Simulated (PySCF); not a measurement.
# SOF2 (thionyl fluoride): levels of theory compared

We compute a comparison of 6 runs (B2PLYP/STO-3G, M06-2X/STO-3G, wB97X-V/STO-3G, NEVPT2(2,2)/STO-3G, CCSD(T)/STO-3G, UCCSD(T)/STO-3G) of SOF2 (thionyl fluoride). The job is set up through a Python script.

The results are computed with PySCF 2.14.0.

3 further runs of the same task are left out: 1 that didn't finish, 2 set aside as unsound or not needed.

**1. Starting point**

The species is SOF2 (4 atoms), meant as a singlet with charge 0. As SMILES, `O=S(F)F`. One bond was lengthened or shortened from a relaxed shape.

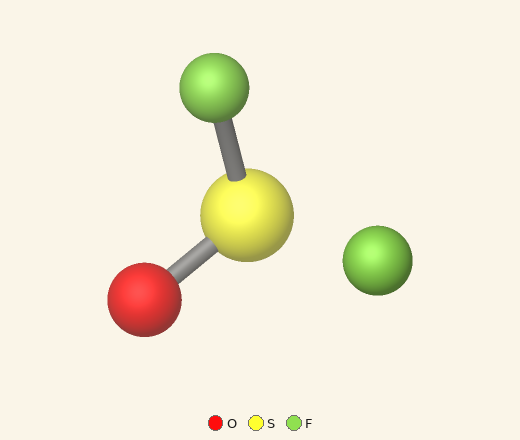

The structure, seen from a chosen angle (oxygen red, sulfur yellow, fluorine green).

**2. A single-point energy at B2PLYP/STO-3G (run 1)**

input.py reads:

```python
from pyscf import gto, dft, mp

mol = gto.M(
    atom='O 1.127045 -0.179511 -1.067026; S 0.043345 -0.672311 -0.294926; F -1.124400 0.804200 0.000400; F 0.537945 -0.690711 1.213874',
    verbose=3,
    max_memory=1860,
    basis='sto-3g',
    spin=0,
)

mf = dft.RKS(mol, xc='0.53*HF + 0.47*B88, 0.73*LYP')
mf.conv_tol = 1e-10
mf.grids.level = 5
mf.kernel()
if not mf.converged:
    mf = mf.newton().run(mf.mo_coeff, mf.mo_occ)

pt = mp.MP2(mf, frozen=8).run()
etot = mf.e_tot + 0.27 * pt.e_corr
print('PT2 part  %.8f' % (0.27 * pt.e_corr))
print('Final energy', etot)
```

On the command line:

```bash
OMP_NUM_THREADS=1 python input.py
```

Standard output:

```text
converged SCF energy = -663.990649191082
E(RMP2) = -664.230837645815  E_corr = -0.240188454732559
E(SCS-RMP2) = -664.240423282606  E_corr = -0.24977409152432
PT2 part  -0.06485088
Final energy -664.0555000738598
```

Run time: 2.8 s. Hardware: 1 thread of AMD EPYC 9R14 (Zen 4), shared host; peak memory 0.22 GiB.

**3. A single-point energy at M06-2X/STO-3G (run 2)**

calc.py reads:

```python
from pyscf import gto, dft

system = gto.M(
    atom='''
O    1.127045  -0.179511  -1.067026
S    0.043345  -0.672311  -0.294926
F   -1.124400   0.804200   0.000400
F    0.537945  -0.690711   1.213874
''',
    max_memory=1860,
    basis='sto-3g',
    charge=0,
    verbose=3,
)

mf = dft.RKS(system, xc='m06-2x')
mf.conv_tol = 1e-10
mf.grids.level = 5
mf.kernel()
if not mf.converged:
    mf = mf.newton().run(mf.mo_coeff, mf.mo_occ)

e_tot = mf.e_tot
print('E = %.10f Eh' % e_tot)
```

On the command line:

```bash
OMP_NUM_THREADS=1 python calc.py
```

Standard output:

```text
converged SCF energy = -664.524389569925
E = -664.5243895699 Eh
```

Wall time 3.9 s (1 thread of AMD EPYC 9R14 (Zen 4), shared host); peak memory 0.22 GiB.

**4. The energy at wB97X-V/STO-3G (run 3)**

run.py reads:

```python
from pyscf import gto, dft

mol = gto.Mole()
mol.atom = [
    ('O', (1.127045, -0.179511, -1.067026)),
    ('S', (0.043345, -0.672311, -0.294926)),
    ('F', (-1.124400, 0.804200, 0.000400)),
    ('F', (0.537945, -0.690711, 1.213874)),
]
mol.basis = 'sto-3g'
mol.max_memory = 1860
mol.verbose = 3
mol.build()

ks = dft.RKS(mol)
ks.xc = 'wb97x-v'
ks.conv_tol = 1e-10
ks.nlcgrids.level = 1
ks.grids.level = 5
ks.kernel()
if not ks.converged:
    ks = ks.newton().run(ks.mo_coeff, ks.mo_occ)

energy = ks.e_tot
print(f'total energy: {energy:.8f} hartree')
```

On the command line:

```bash
OMP_NUM_THREADS=1 python run.py
```

Standard output:

```text
converged SCF energy = -664.403972049738
total energy: -664.40397205 hartree
```

It took 22 s on 1 thread of AMD EPYC 9R14 (Zen 4), shared host; peak memory 0.22 GiB.

Runs 4 to 5 aren't shown in full; the table further down has their settings and results.

**5. The energy at UCCSD(T)/STO-3G (run 6)**

calc.py reads:

```python
from pyscf import gto, cc

molecule = gto.M(
    atom='''
O      2.129806    -0.339227    -2.016387
S      0.081910    -1.270484    -0.557329
F     -2.124808     1.519718     0.000756
F      1.016569    -1.305255     2.293889
''',
    max_memory=1860,
    basis='sto-3g',
    verbose=3,
    unit='bohr',
    spin=0,
)

mf = molecule.UHF()
mf.conv_tol = 1e-10
mf.kernel()
if not mf.converged:
    mf = mf.newton().run(mf.mo_coeff, mf.mo_occ)
for _ in range(3):
    mo, _, stable, _ = mf.stability(return_status=True)
    if stable:
        break
    mf.kernel(mf.make_rdm1(mo, mf.mo_occ))

mycc = cc.CCSD(mf, frozen=8)
mycc.kernel()
e_t = mycc.ccsd_t()
e_tot = mycc.e_tot + e_t
print('E = %.10f Eh' % e_tot)
```

On the command line:

```bash
OMP_NUM_THREADS=1 python calc.py
```

Standard output:

```text
converged SCF energy = -662.817258291562  <S^2> = 1.5594992e-10  2S+1 = 1
<class 'pyscf.scf.uhf.UHF'> wavefunction has an internal instability
converged SCF energy = -662.869352504617  <S^2> = 0.8150881  2S+1 = 2.0640621
<class 'pyscf.scf.uhf.UHF'> wavefunction is stable in the internal stability analysis
E(UCCSD) = -663.0009104019088  E_corr = -0.1315578972917814
UCCSD(T) correction = -0.0102206803730388
E = -663.0111310823 Eh
```

Wall time 1 s (1 thread of AMD EPYC 9R14 (Zen 4), shared host); peak memory 0.12 GiB.

**6. The series**

| run | level | frozen core orbitals | nlc grid | energy (Eh) | dipole moment (D) of the reference | HOMO energy (eV) | LUMO energy (eV) | wall time |
| --- | --- | --- | --- | --- | --- | --- | --- | --- |
| 1 | B2PLYP/STO-3G | 8 | – | -664.055500 | 1.84 | -5.22 | 3.62 | 2.8 s |
| 2 | M06-2X/STO-3G | – | – | -664.524390 | 1.77 | -5.27 | 3.39 | 3.9 s |
| 3 | wB97X-V/STO-3G | – | 1 | -664.403972 | 1.69 | -6.03 | 4.70 | 22 s |
| 4 | NEVPT2(2,2)/STO-3G | – | – | -662.986112 | 2.14 | -7.47 | 5.90 | 0.72 s |
| 5 | CCSD(T)/STO-3G | 8 | – | -663.016863 | 2.14 | -7.47 | 5.90 | 0.7 s |
| 6 | UCCSD(T)/STO-3G | 8 | – | -663.011131 | 1.19 | -8.08 | 7.94 | 1 s |

**7. Results**

| quantity | value |
| --- | --- |
| run 6: total energy | -663.01113 Eh |
| run 6: dipole moment (Hartree–Fock density) | 1.19 D |
| run 6: HOMO energy (Hartree–Fock orbitals) | -8.08 eV |
| run 6: LUMO energy (Hartree–Fock orbitals) | 7.94 eV |
| run 6: HOMO–LUMO gap (Hartree–Fock orbitals) | 16.02 eV |
| run 6: correlation energy (8 core orbitals frozen) | -141.8 mEh |
| run 6: (T) correction | -10.22 mEh |
| run 6: ⟨S²⟩ of the reference determinant | 0.815 |
| run 6: T1 diagnostic | 0.061 |

**Reading.** Over runs 1, 2, 3 the dipole moment (its size) runs from 1.69 D (wB97X-V/STO-3G) to 1.84 D (B2PLYP/STO-3G). A double hybrid's value is that of its SCF part. Over runs 1, 2, 3 the HOMO–LUMO gap runs from 8.66 eV (M06-2X/STO-3G) to 10.73 eV (wB97X-V/STO-3G). Totals of different functionals can't be ranked against each other. In runs 1, 2, 3, 4, 5, 6 the basis is minimal, so the values are rough. Spin contamination of the reference: run 6 ⟨S²⟩ = 0.82. Where it is this large, the reference is a mixture of spin states, and values that rest on it are in doubt. All runs together took 31 s, the longest 22 s.
